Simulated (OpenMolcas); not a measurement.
```
&GATEWAY
Basis set
Tm.ANO-RCC-VDZP.
Tm1 0.0 0.0 0.0 Angstrom
End of basis
Basis set
O.ANO-RCC-VDZP.
L1 2.303000 0.000000 0.000000 Angstrom
L2 0.000000 2.303000 0.000000 Angstrom
L3 0.000000 0.000000 2.303000 Angstrom
End of basis
Basis set
Mg.EMB-AIMP.Pascual.10s4p.1s1p.ECP.MgO.
PseudoCharge
* 3 symmetry-unique lattice sites within 7.6 angstrom
End of basis
Basis set
Mg.EMB-AIMP.Pascual.0s.0s.ECP.MgO.
PseudoCharge
* 40 symmetry-unique lattice sites within 7.6 angstrom
End of basis
Basis set
O.EMB-AIMP.Pascual.0s.0s.ECP.MgO.
PseudoCharge
* 55 symmetry-unique lattice sites within 7.6 angstrom
End of basis
Symmetry
XYZ
AngMom=0.0 0.0 0.0
AMFI
RICD
XField
997 Angstrom 0
* Evjen-weighted lattice charges
&SEWARD
&RASSCF
FileOrb=start.orb
Symmetry=1
Spin=3
nActEl=12 0 0
Inactive=30 27
Ras2=0 7
CIRoot=21 21 1
SDav=21
CIMx=300
Iter=150 100
PrWF=0.3
OrbListing=Nothing
MaxOrb=0
LevShft=1.0
>>> COPY $Project.JobIph JOB001
&RASSCF
FileOrb=start.orb
Symmetry=1
Spin=1
nActEl=12 0 0
Inactive=30 27
Ras2=0 7
CIRoot=28 28 1
SDav=28
CIMx=300
Iter=150 100
PrWF=0.3
OrbListing=Nothing
MaxOrb=0
CIOnly
LevShft=1.0
>>> COPY $Project.JobIph JOB002
&RASSI
NrOfJobIphs=2 21 27
1 2 3 4 5 6 7 8 9 10 11 12 13 14 15 16 17 18 19 20 21
1 2 3 4 5 6 7 8 9 10 11 12 13 14 15 16 17 18 19 20 21 22 23 24 25 26 27
IphNames
JOB001
JOB002
EJob
SpinOrbit
DIPRint=1.0
SOCoupling=1000.0
Subsets=2
Property=9
'ANGMOM' 1 'ANGMOM' 2 'ANGMOM' 3 'MLTPL  1' 1 'MLTPL  1' 2 'MLTPL  1' 3
'AMFI' 1 'AMFI' 2 'AMFI' 3
SOProperty=3
'ANGMOM' 1 'ANGMOM' 2 'ANGMOM' 3
```

Command:
```bash
OMP_NUM_THREADS=1 MOLCAS_MEM=2457 MOLCAS_PROJECT=a pymolcas a.inp > a.log  # once for each step of the input, in one work folder
```

Level of the calculation: state-averaged CASSCF, active space 12 electrons in the shell 4f, basis ANO-RCC-VDZP on all atoms, DKH2 scalar Hamiltonian, spin-orbit coupling by RASSI with atomic mean-field integrals (OpenMolcas).

Tm³⁺ (4f¹²) as a dopant in MgO, a cluster with its 6 nearest O²⁻ at 2.303 Å (octahedron) embedded in model potentials and point charges; the geometry was set, not optimised. The cluster and the levels that result:

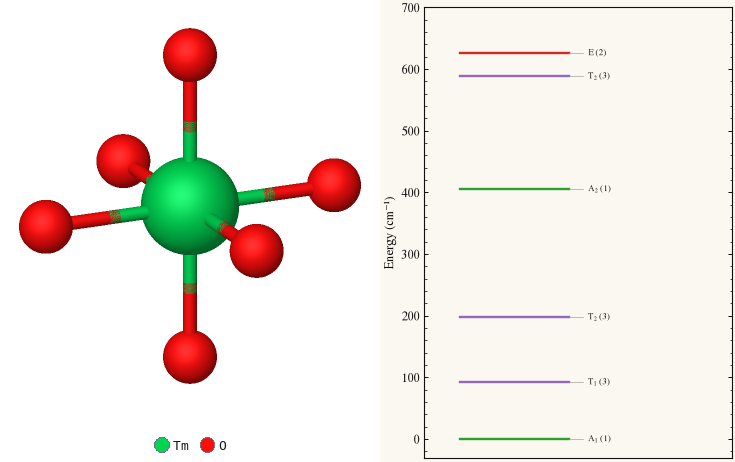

Labels give the representation in O, Td, D4 or D3 as the site allows (double group for half-integer spin) where it could be assigned and, in brackets, the degeneracy; spin-free states, where drawn, share the zero of the spin-orbit levels.

The ground level is A₁, non-degenerate, 99 % from states of spin multiplicity 3, effective J = 5.99, with |mJ| = 4 the largest share (87 %). The next level lies at 92 cm⁻¹ (T₁). The lowest J multiplet spreads over 626 cm⁻¹. The active orbitals hold 99 to 100 % metal character (Löwdin), and the Mulliken charge of the metal is +1.93.

Caveat: the geometry is set by hand, with no relaxation and no charge compensation.
